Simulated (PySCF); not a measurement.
# Cl⁺: dipole response in def2-QZVPPD

How polarisable is Cl⁺ at the levels listed below?

Method: unrestricted determinants in a Gaussian basis, no spin-orbit coupling in the energies. Code: PySCF 2.14.0.

## Step 1: The system

| Quantity | Value |
| --- | --- |
| Element | chlorine (Z = 17) |
| Basis | def2-QZVPPD |
| Hamiltonian | no relativity, point nucleus |
| State 1 | Cl⁺: [Ne] 3s2 3p4, high-spin 3P determinant |
| Methods | UHF, PBE, PBE0, r2SCANh, wB97M-V |

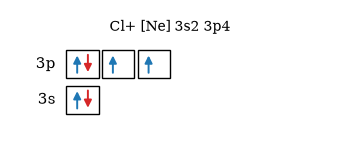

Occupation of the outer shells (arrows by Hund's rule).

One driver process ran all states and methods and kept the integrals in memory. Each run is shown as a PySCF script that sums up its settings (the driver passes frozen orbitals as a list and adds second-order terms of double hybrids); the logs are those of the runs themselves. The driver starts from symmetry-adapted Hartree-Fock orbitals, holds the occupation by maximum overlap and uses a logarithmic radial grid for functionals, so a plain start would take other cycles.

The integrals over 79 functions and the set-up took 0.85 s of CPU time.

## Step 2: Cl⁺

Level: UHF.

input.py

```python
from pyscf import gto, scf, dft, mp, cc
import basis_set_exchange as bse
mol = gto.M(atom="Cl 0 0 0", charge=1, spin=2, symmetry="D2h",
            basis=gto.basis.parse(bse.get_basis("def2-QZVPPD", elements=["Cl"], fmt="nwchem")))
mf = scf.UHF(mol)
mf.irrep_nelec = {'Ag': (3, 3), 'B1u': (2, 1), 'B2u': (2, 2), 'B3u': (2, 1)}
mf.kernel()
```

Output:

```text
damping factor = 0
level_shift factor = 0
DIIS = <class 'pyscf.scf.diis.CDIIS'>
diis_start_cycle = 1
diis_space = 10
diis_damp = 0
SCF conv_tol = 1e-09
SCF conv_tol_grad = None
number electrons alpha = 9  beta = 7
cycle= 1 E= -459.056188619512  delta_E= -0.00652  |g|= 0.0358  |ddm|= 0.0438
cycle= 2 E= -459.057082296593  delta_E= -0.000894  |g|= 0.0142  |ddm|= 0.0168
cycle= 3 E= -459.057254095361  delta_E= -0.000172  |g|= 0.000956  |ddm|= 0.0115
cycle= 4 E= -459.05725504093  delta_E= -9.46e-07  |g|= 0.000247  |ddm|= 0.00123
cycle= 5 E= -459.057255103756  delta_E= -6.28e-08  |g|= 5.51e-05  |ddm|= 0.000373
cycle= 6 E= -459.05725510619  delta_E= -2.43e-09  |g|= 1.02e-05  |ddm|= 8.62e-05
cycle= 7 E= -459.057255106284  delta_E= -9.36e-11  |g|= 1.72e-06  |ddm|= 1.82e-05
converged SCF energy = -459.057255106284  <S^2> = 2.0113719  2S+1 = 3.0075717
```

It used 13 s of CPU time after the integrals (shared host).

Orbital energies by shell (radii are means over both spins):

```
shell  electrons  mean orbital energy (eV)  spread (eV)  rms radius (bohr)
 1s α          1                   -2867.3            0              0.106
 1s β          1                   -2866.6            0              0.106
 2s α          1                   -301.71            0              0.481
 2s β          1                   -301.04            0              0.481
 2p α          3                   -232.96        0.740              0.451
 2p β          3                   -231.72        0.587              0.451
 3s α          1                   -43.548            0               1.62
 3s β          1                   -36.605            0               1.62
 3p α          3                   -26.357        2.272               1.85
 3p β          1                   -23.656            0               1.85
```

⟨S²⟩ = 2.011, ⟨L²⟩ = 2.04.

The driver then solved the coupled dipole response at imaginary frequencies: mean α = 8.552 bohr³ (xx, yy, zz: 8.449, 8.756, 8.449), C₆ = 40.32 au for a like pair.

Level: PBE.

input.py, as changed from the run before:

```diff
@@ -4,3 +4,3 @@
             basis=gto.basis.parse(bse.get_basis("def2-QZVPPD", elements=["Cl"], fmt="nwchem")))
-mf = scf.UHF(mol)
+mf = dft.UKS(mol, xc="PBE")
 mf.irrep_nelec = {'Ag': (3, 3), 'B1u': (2, 1), 'B2u': (2, 2), 'B3u': (2, 1)}
```

Output:

```text
damping factor = 0
level_shift factor = 0
DIIS = <class 'pyscf.scf.diis.CDIIS'>
diis_start_cycle = 1
diis_space = 10
diis_damp = 0
SCF conv_tol = 1e-09
SCF conv_tol_grad = None
number electrons alpha = 9  beta = 7
XC functionals = PBE
    J. P. Perdew, K. Burke, and M. Ernzerhof.,  Phys. Rev. Lett. 77, 3865 (1996)
    J. P. Perdew, K. Burke, and M. Ernzerhof.,  Phys. Rev. Lett. 78, 1396 (1997)
    J. P. Perdew, K. Burke, and M. Ernzerhof.,  Phys. Rev. Lett. 77, 3865 (1996)
    J. P. Perdew, K. Burke, and M. Ernzerhof.,  Phys. Rev. Lett. 78, 1396 (1997)
cycle= 1 E= -459.496664197784  delta_E= -0.0123  |g|= 0.0225  |ddm|= 0.117
cycle= 2 E= -459.496803846089  delta_E= -0.00014  |g|= 0.00506  |ddm|= 0.0192
cycle= 3 E= -459.496814002268  delta_E= -1.02e-05  |g|= 0.002  |ddm|= 0.00565
cycle= 4 E= -459.496815009331  delta_E= -1.01e-06  |g|= 0.00035  |ddm|= 0.00145
cycle= 5 E= -459.496815038611  delta_E= -2.93e-08  |g|= 1.51e-05  |ddm|= 0.000191
cycle= 6 E= -459.4968150387  delta_E= -8.98e-11  |g|= 1.63e-06  |ddm|= 1.06e-05
converged SCF energy = -459.4968150387  <S^2> = 2.0035489  2S+1 = 3.002365
```

It used 7.9 s of CPU time after the integrals (shared host).

The driver then solved the coupled dipole response at imaginary frequencies: mean α = 8.821 bohr³ (xx, yy, zz: 8.640, 9.183, 8.640), C₆ = 41.83 au for a like pair.

Level: PBE0.

input.py, as changed from the run before:

```diff
@@ -4,3 +4,3 @@
             basis=gto.basis.parse(bse.get_basis("def2-QZVPPD", elements=["Cl"], fmt="nwchem")))
-mf = dft.UKS(mol, xc="PBE")
+mf = dft.UKS(mol, xc="PBE0")
 mf.irrep_nelec = {'Ag': (3, 3), 'B1u': (2, 1), 'B2u': (2, 2), 'B3u': (2, 1)}
```

Output:

```text
damping factor = 0
level_shift factor = 0
DIIS = <class 'pyscf.scf.diis.CDIIS'>
diis_start_cycle = 1
diis_space = 10
diis_damp = 0
SCF conv_tol = 1e-09
SCF conv_tol_grad = None
number electrons alpha = 9  beta = 7
XC functionals = PBE0
    C. Adamo and V. Barone.,  J. Chem. Phys. 110, 6158 (1999)
    M. Ernzerhof and G. E. Scuseria.,  J. Chem. Phys. 110, 5029 (1999)
cycle= 1 E= -459.534971071165  delta_E= -0.00861  |g|= 0.0189  |ddm|= 0.0912
cycle= 2 E= -459.535135497489  delta_E= -0.000164  |g|= 0.00376  |ddm|= 0.0132
cycle= 3 E= -459.535144092594  delta_E= -8.6e-06  |g|= 0.00135  |ddm|= 0.0035
cycle= 4 E= -459.535144717057  delta_E= -6.24e-07  |g|= 0.000416  |ddm|= 0.00104
cycle= 5 E= -459.535144751461  delta_E= -3.44e-08  |g|= 1.51e-05  |ddm|= 0.000208
cycle= 6 E= -459.53514475162  delta_E= -1.59e-10  |g|= 2.3e-06  |ddm|= 1.88e-05
converged SCF energy = -459.53514475162  <S^2> = 2.0046881  2S+1 = 3.0031237
```

CPU time 18 s on a shared host, the integrals not counted.

The driver then solved the coupled dipole response at imaginary frequencies: mean α = 8.674 bohr³ (xx, yy, zz: 8.521, 8.978, 8.521), C₆ = 40.97 au for a like pair.

Level: r2SCANh.

input.py, as changed from the run before:

```diff
@@ -4,3 +4,3 @@
             basis=gto.basis.parse(bse.get_basis("def2-QZVPPD", elements=["Cl"], fmt="nwchem")))
-mf = dft.UKS(mol, xc="PBE0")
+mf = dft.UKS(mol, xc="HYB_MGGA_XC_R2SCANH")
 mf.irrep_nelec = {'Ag': (3, 3), 'B1u': (2, 1), 'B2u': (2, 2), 'B3u': (2, 1)}
```

Output:

```text
damping factor = 0
level_shift factor = 0
DIIS = <class 'pyscf.scf.diis.CDIIS'>
diis_start_cycle = 1
diis_space = 10
diis_damp = 0
SCF conv_tol = 1e-09
SCF conv_tol_grad = None
number electrons alpha = 9  beta = 7
XC functionals = HYB_MGGA_XC_R2SCANH
    M. Bursch, H. Neugebauer, S. Ehlert, and S. Grimme.,  J. Chem. Phys. 156, 134105 (2022)
cycle= 1 E= -459.652717182779  delta_E= -0.00853  |g|= 0.0192  |ddm|= 0.0999
cycle= 2 E= -459.652921999452  delta_E= -0.000205  |g|= 0.0047  |ddm|= 0.0136
cycle= 3 E= -459.652933519037  delta_E= -1.15e-05  |g|= 0.00204  |ddm|= 0.00421
cycle= 4 E= -459.652934501353  delta_E= -9.82e-07  |g|= 0.000223  |ddm|= 0.00121
cycle= 5 E= -459.652934525957  delta_E= -2.46e-08  |g|= 3.21e-05  |ddm|= 0.000218
cycle= 6 E= -459.652934526758  delta_E= -8e-10  |g|= 4.97e-06  |ddm|= 4.59e-05
converged SCF energy = -459.652934526758  <S^2> = 2.0068889  2S+1 = 3.0045891
```

CPU time 31 s on a shared host, the integrals not counted.

The driver then solved the coupled dipole response at imaginary frequencies: mean α = 8.647 bohr³ (xx, yy, zz: 8.515, 8.912, 8.515), C₆ = 41.90 au for a like pair.

Level: wB97M-V.

input.py, as changed from the run before:

```diff
@@ -4,3 +4,3 @@
             basis=gto.basis.parse(bse.get_basis("def2-QZVPPD", elements=["Cl"], fmt="nwchem")))
-mf = dft.UKS(mol, xc="HYB_MGGA_XC_R2SCANH")
+mf = dft.UKS(mol, xc="WB97M_V")
 mf.irrep_nelec = {'Ag': (3, 3), 'B1u': (2, 1), 'B2u': (2, 2), 'B3u': (2, 1)}
```

Output:

```text
damping factor = 0
level_shift factor = 0
DIIS = <class 'pyscf.scf.diis.CDIIS'>
diis_start_cycle = 1
diis_space = 10
diis_damp = 0
SCF conv_tol = 1e-09
SCF conv_tol_grad = None
number electrons alpha = 9  beta = 7
XC functionals = WB97M_V
    N. Mardirossian and M. Head-Gordon.,  J. Chem. Phys. 144, 214110 (2016)
NLC functional = WB97M_V
cycle= 1 E= -459.661150032193  delta_E= -0.00564  |g|= 0.0171  |ddm|= 0.0921
cycle= 2 E= -459.661277362917  delta_E= -0.000127  |g|= 0.00365  |ddm|= 0.0103
cycle= 3 E= -459.661286846667  delta_E= -9.48e-06  |g|= 0.00073  |ddm|= 0.0029
cycle= 4 E= -459.661287259191  delta_E= -4.13e-07  |g|= 7.79e-05  |ddm|= 0.000606
cycle= 5 E= -459.661287262634  delta_E= -3.44e-09  |g|= 2.72e-05  |ddm|= 7.74e-05
cycle= 6 E= -459.661287262792  delta_E= -1.58e-10  |g|= 3.34e-06  |ddm|= 1.76e-05
converged SCF energy = -459.661287262792  <S^2> = 2.0026635  2S+1 = 3.0017752
```

CPU time 39 s on a shared host, the integrals not counted.

The driver then solved the coupled dipole response at imaginary frequencies: mean α = 8.867 bohr³ (xx, yy, zz: 8.716, 9.168, 8.716), C₆ = 41.93 au for a like pair.

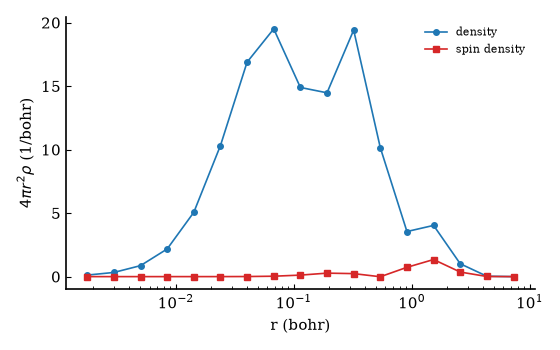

Radial density 4πr²ρ of Cl⁺ at UHF, at 17 stored radii joined by straight lines.

## Step 3: The response side by side

Cl⁺, in atomic units:

```
 method  mean α  C₆ (like pair)  S(−4)
    UHF   8.552           40.32  17.57
    PBE   8.821           41.83  19.27
   PBE0   8.674           40.97  18.32
r2SCANh   8.647           41.90  17.26
wB97M-V   8.867           41.93  19.60
```

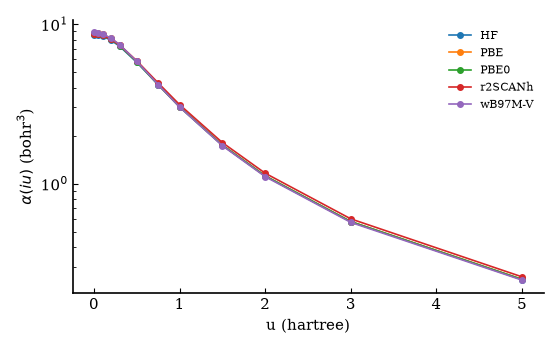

α(iu) of Cl⁺, the polarisability at imaginary frequency, on a logarithmic scale.

## Step 4: Outcome

```
quantity                                 value
α of Cl⁺  8.552 (UHF) to 8.867 (wB97M-V) bohr³
```

A single London oscillator with the computed α and C₆ of Cl⁺ at UHF would have ω = 4 C₆ / (3 α²) = 0.735 hartree. The basis is finite, and no extrapolation was made.
